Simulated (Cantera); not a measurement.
Feed: 1 mol B₂O₃, 2.6 mol H₂O, 1.3 mol N₂, held at 1.00 Torr.

Equilibrium computed with Cantera from the NASA thermochemical tables; the gas is ideal and each condensed phase is pure. Candidate condensed phases: B, BN, B₂O₃, B₃O₃H₃, H₂O; 39 gas species. Gases not in the tables: H₃BO₃. The numbers say what is thermodynamically allowed, not how fast it happens.

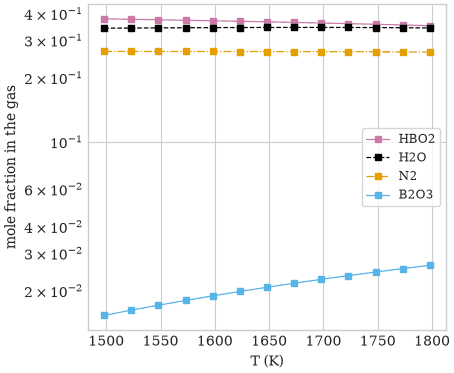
Figure. Equilibrium gas composition (values under 1e-9 drawn at 1e-9)

From 1498 K to 1798 K nothing is condensed.
